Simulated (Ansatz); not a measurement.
**C$_{2}$H$_{6}$GaNS: density, localisation and related maps**

Input

```
crystal:
  periodic: [false, false, false]
  atoms:
    - {symbol: C, position_ang: [-1.210317, -0.424661, 0.919620]}
    - {symbol: C, position_ang: [0.972365, 0.478522, 0.147931]}
    - {symbol: Ga, position_ang: [0.024519, -0.647409, -1.912288]}
    - {symbol: N, position_ang: [-0.250341, -0.247841, -0.136683]}
    - {symbol: S, position_ang: [1.908010, 0.473061, -1.467060]}
    - {symbol: H, position_ang: [-0.789553, -0.982811, 1.780679]}
    - {symbol: H, position_ang: [-1.587375, 0.542101, 1.311072]}
    - {symbol: H, position_ang: [-2.078288, -0.992393, 0.550794]}
    - {symbol: H, position_ang: [0.793252, 1.527073, 0.454241]}
    - {symbol: H, position_ang: [1.595059, -0.006669, 0.923949]}
    - {symbol: H, position_ang: [-0.734708, -1.389213, -3.039338]}
basis:
  gaussian: {orbitals: def2-SVPD}
magnetization: {spin_polarized: false, initial_magnetization: 0}
hamiltonian: {xc: pbe0}
output: {forces: true, orbitals: {seedname: orbitals}}
```

Run with:

```sh
ansatz run input.yaml --threads 2 --pin off --max-ram 4350MiB --events-out events.jsonl --progress --plain --runs-dir runs
```

Geometry: B3LYP-D3(BJ)/def2-SVP.

The calculation used isolated molecule in a Gaussian basis; Kohn-Sham density functional theory, functional PBE0 in Ansatz.

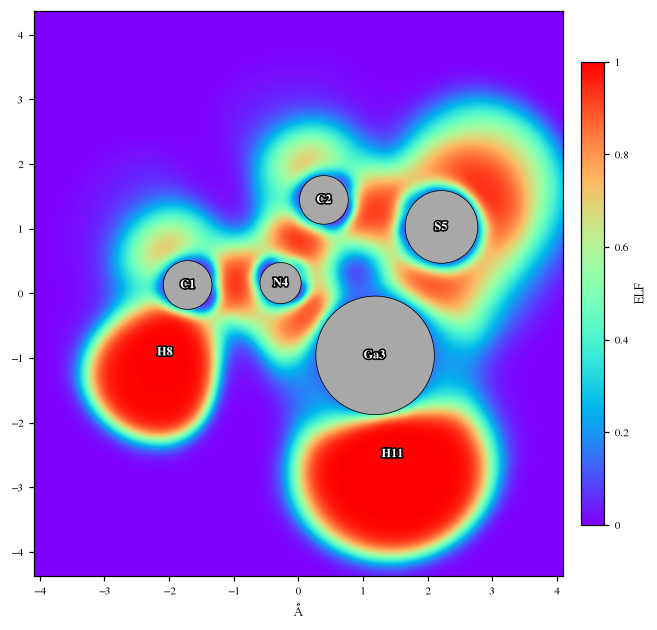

Figure 1. ELF on the plane of atoms N4, C2 and S5. Grey discs cover the atomic cores.

> What does the map show?

Atoms in the plane: C, Ga, N, S and H. C–N (1.44 Å): the ELF peaks at about 0.95 between the atoms, as expected for a covalent bond. Ga–N (1.84 Å): the ELF peaks at about 0.85 in the valence shell of N, 0.7 Å from its nucleus, and is about 0.30 at the midpoint. C–S (1.87 Å): the ELF peaks at about 0.90 between the atoms: a covalent bond. Ga–S (2.24 Å): the ELF peaks at about 0.85 in the valence shell of S, 0.9 Å from its nucleus, and is about 0.65 at the midpoint. C–H (1.10 Å): the ELF climbs to about 1 towards the hydrogen, as it does in any bond to H; an ordinary covalent bond to hydrogen. The ELF also peaks beside S5, away from the bonds: lone-pair regions.

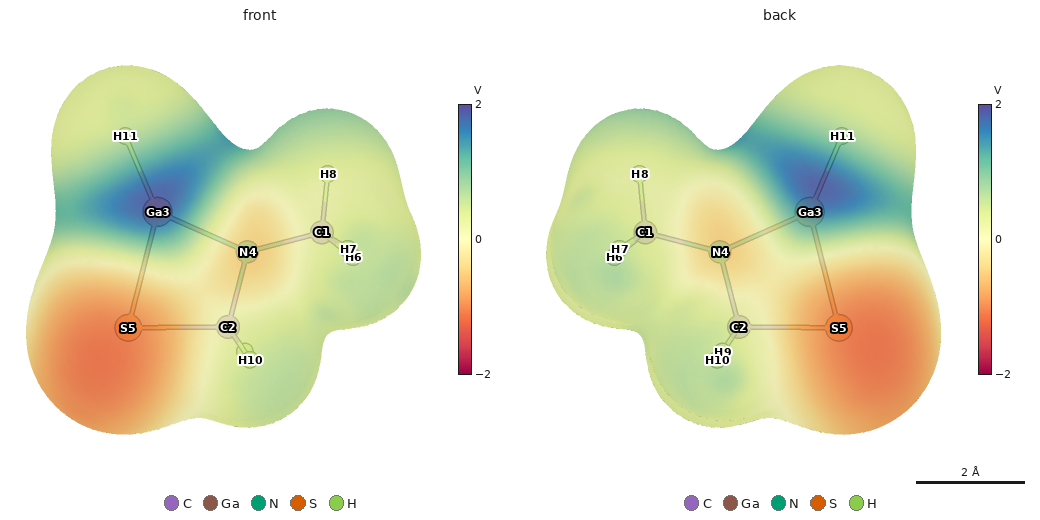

Figure 2. The electrostatic potential painted on the density surface at 0.002 e/bohr³, seen from the front and from behind; the colour scale runs from red (negative) to blue (positive).

> Describe the electrostatic potential map.

The most negative region (about −1.1 V) lies over S5, the most positive (about +1.8 V) over Ga3.

> What dipole moment does the calculation give?

Its dipole moment is 2.39 D.

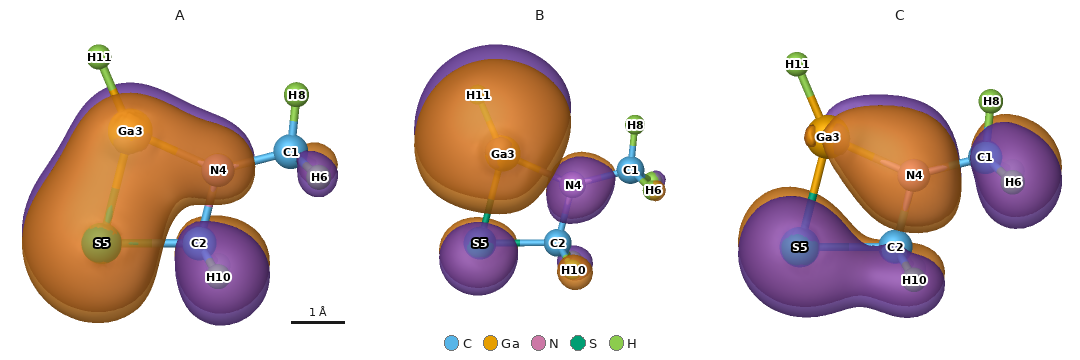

Figure 3. Three frontier orbitals at ±0.06 Å⁻³ᐟ² (orange and purple are the two phases), in no order.

> Order the three orbitals by energy and name them.

A is the HOMO−1 (−6.89 eV). It lies mainly on S5 (about 60 %), Ga3 (about 15 %), C2 (about 10 %) and N4 (about 5 %). C is the HOMO (−6.45 eV). Its weight (Hirshfeld) is mainly on N4 (about 45 %), S5 (about 20 %), Ga3 (about 10 %) and C1 (about 10 %). B is the LUMO (−0.80 eV). By Hirshfeld shares it lies mainly on Ga3 (about 70 %), S5 (about 10 %), H11 (about 10 %) and N4 (about 5 %).

> What is the HOMO–LUMO gap?

5.65 eV between the orbital energies.
